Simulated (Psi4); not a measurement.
# Si2H5Cl (SMILES [SiH3][SiH2]Cl) at HF/3-21G

What is the energy change on altering one bond length of Si2H5Cl at HF/3-21G? 

The calculation is run with Psi4 1.11.

## 1. The molecule

Si2H5Cl has 8 atoms, charge 0, and is taken as a singlet. SMILES: `[SiH3][SiH2]Cl`. The shape is that of a PBE0-D4/def2-TZVP optimisation.

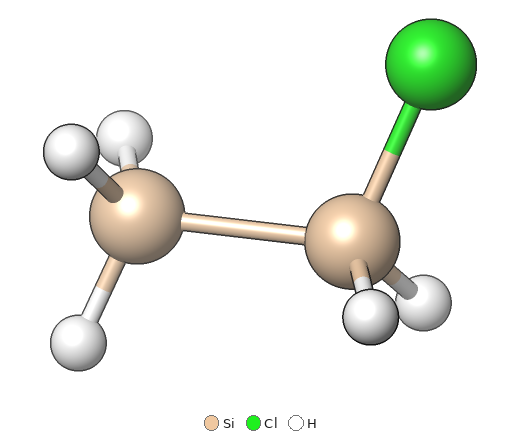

Viewed from a chosen angle; silicon light orange, chlorine green, hydrogen white.

## 2. Energy and forces at HF/3-21G

calc.py

```python
import psi4

psi4.set_memory(2200000000)
psi4.set_num_threads(1)
psi4.set_output_file('psi4.out', False)

molecule = psi4.geometry("""
0 1
Si    -1.33509151     1.66636050    -0.73756011
Si     1.08356896    -1.77407489     0.61586174
Cl     4.59505804    -0.47791174     1.71587132
H     -3.87960773     0.77497668    -1.53634734
H     -0.06481761     2.91150104    -2.91017823
H     -1.61477097     3.50676477     1.36457123
H     -0.07899055    -3.06664756     2.81833754
H      1.46869514    -3.64887217    -1.43600288
units au
symmetry c1
no_reorient
no_com
""")

psi4.set_options({
    'basis': '3-21G',
    'reference': 'rhf',
    'puream': True,
    'e_convergence': 1e-09,
    'd_convergence': 1e-08,
    'scf_type': 'pk',
})

e, wfn = psi4.gradient("hf", return_wfn=True)
psi4.oeprop(wfn, "QUADRUPOLE", "WIBERG_LOWDIN_INDICES", "MAYER_INDICES", title="HF")
print('gradient / Eh bohr^-1')
print(e.np.round(6))
print(f'energy = {wfn.energy():.10f} Eh')
for k, v in sorted(psi4.core.scalar_variables().items()):
    print(f'{k:45s} {v:18.10f}')
```

Command:

```bash
$ python calc.py
```

psi4.out:

```text
[...]
  Running in c1 symmetry.
[...]
  Nuclear repulsion =  191.508261892085386
[...]
  Multiplicity = 1
[...]
  Nalpha       = 25
  Nbeta        = 25
[...]
    Number of basis functions: 49
[...]
   @RHF iter   1: -1034.98093837595297   -5.17936e-01   3.19704e-03 ADIIS/DIIS
[...]
   @RHF iter  10: -1035.00619710598585   -1.81899e-12   3.31219e-09 DIIS
[...]
    Orbital Energies [Eh]
    ---------------------
    Doubly Occupied:
       1A   -104.095846     2A    -68.344319     3A    -68.302992
       4A    -10.491648     5A     -7.954954     6A     -7.950914
       7A     -7.950906     8A     -6.160534     9A     -6.120942
      10A     -4.256544    11A     -4.254836    12A     -4.254399
      13A     -4.216357    14A     -4.215947    15A     -4.215906
      16A     -1.107526    17A     -0.786143    18A     -0.702390
      19A     -0.545620    20A     -0.529431    21A     -0.495749
      22A     -0.495456    23A     -0.492998    24A     -0.448398
      25A     -0.407963
[...]
  @RHF Final Energy: -1035.00619710598585
   => Energetics <=
    Nuclear Repulsion Energy =            191.5082618920853861
    One-Electron Energy =               -1815.4314815685065696
    Two-Electron Energy =                 588.9170225704353925
    Total Energy =                      -1035.0061971059858479
[...]
  -Total Gradient:
     Atom            X                  Y                   Z
    ------   -----------------  -----------------  -----------------
       1        0.004909095276    -0.007624614342     0.002843049902
       2        0.039081244578     0.023181766930     0.011044316638
       3       -0.042587052049    -0.015244481095    -0.013405367112
       4       -0.000503262912     0.000822488663    -0.000299080925
       5       -0.000159899261     0.000618022871    -0.000244136575
       6       -0.000226743878     0.000665350835    -0.000075678796
       7       -0.000659454441    -0.001064096299     0.001187408972
       8        0.000146072670    -0.001354437569    -0.001050512096
[...]
 Multipole Moments:
 ------------------------------------------------------------------------------------
     Multipole            Electronic (a.u.)      Nuclear  (a.u.)        Total (a.u.)
 ------------------------------------------------------------------------------------
 L = 1.  Multiply by 2.5417464519 to convert [e a0] to [Debye]
 Dipole X            :        -71.4884566           70.4251793           -1.0632774
 Dipole Y            :          8.9383598           -9.1547783           -0.2164185
 Dipole Z            :        -26.1231087           25.7664156           -0.3566931
 Magnitude           :                                                    1.1422021
 L = 2.  Multiply by 1.3450342976 to convert [e a0^2] to [Debye ang]
 Quadrupole XX       :       -459.7298204          420.1661148          -39.5637057
 Quadrupole XY       :        109.5037080         -109.3664031            0.1373049
[...]
```

On the terminal:

```text
gradient / Eh bohr^-1
[[ 4.9090e-03 -7.6250e-03  2.8430e-03]
 [ 3.9081e-02  2.3182e-02  1.1044e-02]
 [-4.2587e-02 -1.5244e-02 -1.3405e-02]
 [-5.0300e-04  8.2200e-04 -2.9900e-04]
 [-1.6000e-04  6.1800e-04 -2.4400e-04]
 [-2.2700e-04  6.6500e-04 -7.6000e-05]
 [-6.5900e-04 -1.0640e-03  1.1870e-03]
 [ 1.4600e-04 -1.3540e-03 -1.0510e-03]]
energy = -1035.0061971060 Eh
CURRENT ENERGY                                  -1035.0061971060
CURRENT REFERENCE ENERGY                        -1035.0061971060
DD SOLVATION ENERGY                                 0.0000000000
HF KINETIC ENERGY                                1034.5812863209
HF POTENTIAL ENERGY                             -2069.5874834269
HF TOTAL ENERGY                                 -1035.0061971060
HF VIRIAL RATIO                                     2.0004107080
NUCLEAR REPULSION ENERGY                          191.5082618921
ONE-ELECTRON ENERGY                             -1815.4314815685
PCM POLARIZATION ENERGY                             0.0000000000
PE ENERGY                                           0.0000000000
SCF ITERATION ENERGY                            -1035.0061971060
SCF ITERATIONS                                     10.0000000000
SCF TOTAL ENERGY                                -1035.0061971060
TWO-ELECTRON ENERGY                               588.9170225704
```

Run time: 2.3 s. Hardware: 1 thread of AMD EPYC 7B13 (Zen 3), shared host; peak memory 0.19 GiB.

## 3. The distorted shape: the energy at HF/3-21G

clh5si2.xyz

```xyz
8
ClH5Si2
Si    -0.614201     0.984421    -0.565162
Si     0.665699    -0.836179     0.151038
Cl     2.523899    -0.150279     0.733138
H     -1.960701     0.512721    -0.987862
H      0.057999     1.643321    -1.714862
H     -0.762201     1.958321     0.547238
H     -0.041800    -1.622800     1.491400
H      0.869499    -1.828279    -0.934762
```

clh5si2.py

```python
import psi4

psi4.set_memory(2200000000)
psi4.set_num_threads(1)
psi4.core.set_output_file('psi4.out', False)

with open('clh5si2.xyz') as f:
    atoms = ''.join(f.readlines()[2:])
geom = psi4.geometry('0 1\n' + atoms + 'symmetry c1\nno_reorient\nno_com')

psi4.set_options({
    'puream': True,
    'e_convergence': 1e-09,
    'd_convergence': 1e-08,
    'scf_type': 'pk',
})

e_tot, wfn = psi4.energy('scf/3-21G', return_wfn=True)
print('E =', round(e_tot, 9))
```

Command:

```bash
$ python clh5si2.py
```

psi4.out:

```text
[...]
  Running in c1 symmetry.
[...]
  Nuclear repulsion =  190.542387111426194
[...]
  Multiplicity = 1
[...]
  Nalpha       = 25
  Nbeta        = 25
[...]
    Number of basis functions: 49
[...]
   @RHF iter   1: -1034.96746199557492   -5.84412e-01   3.20044e-03 DIIS/ADIIS
[...]
   @RHF iter  10: -1034.99305210165790   -2.27374e-13   3.79151e-09 DIIS
[...]
    Orbital Energies [Eh]
    ---------------------
    Doubly Occupied:
       1A   -104.099031     2A    -68.358526     3A    -68.306023
       4A    -10.494813     5A     -7.958117     6A     -7.954053
       7A     -7.954043     8A     -6.171075     9A     -6.123909
      10A     -4.267374    11A     -4.265630    12A     -4.264473
      13A     -4.219338    14A     -4.218897    15A     -4.218851
      16A     -1.110207    17A     -0.783979    18A     -0.693634
      19A     -0.538808    20A     -0.524065    21A     -0.497535
      22A     -0.495669    23A     -0.493347    24A     -0.442150
      25A     -0.407433
[...]
  @RHF Final Energy: -1034.99305210165790
   => Energetics <=
    Nuclear Repulsion Energy =            190.5423871114261942
    One-Electron Energy =               -1813.3489171635519597
    Two-Electron Energy =                 587.8134779504676999
    Total Energy =                      -1034.9930521016581224
[...]
 Multipole Moments:
 ------------------------------------------------------------------------------------
     Multipole            Electronic (a.u.)      Nuclear  (a.u.)        Total (a.u.)
 ------------------------------------------------------------------------------------
 L = 1.  Multiply by 2.5417464519 to convert [e a0] to [Debye]
 Dipole X            :        -79.9866333           78.9717512           -1.0148822
 Dipole Y            :         -0.4804871            0.3475754           -0.1329116
 Dipole Z            :        -10.0345718            9.5747925           -0.4597793
 Magnitude           :                                                    1.1220732
[...]
```

Standard output:

```text
E = -1034.993052102
```

Wall time 2 s (1 thread of AMD EPYC 7B13 (Zen 3), shared host); peak memory 0.19 GiB.

## 4. Summary of results

Level: HF/3-21G.

```
                                                          quantity           value
                                         first shape: total energy  -1035.00620 Eh
                                        first shape: dipole moment          2.90 D
                                          first shape: HOMO energy       -11.10 eV
                                          first shape: LUMO energy         2.63 eV
                                        first shape: HOMO–LUMO gap        13.73 eV
                             first shape: largest force on an atom      2.426 eV/Å
                                     distorted shape: total energy  -1034.99305 Eh
                                    distorted shape: dipole moment          2.85 D
                                      distorted shape: HOMO energy       -11.09 eV
                                      distorted shape: LUMO energy         2.59 eV
                                    distorted shape: HOMO–LUMO gap        13.68 eV
energy change with the Si2–H7 bond stretched from 1.485 to 1.708 Å        0.358 eV
```

In words: With the Si2–H7 bond stretched from 1.485 to 1.708 Å the energy rises by 0.36 eV (34.5 kJ/mol). The first shape isn't relaxed at this level, so the change isn't measured from a minimum. The largest force (first shape) is 2.43 eV/Å: the shape isn't a stationary point for this species at this level.
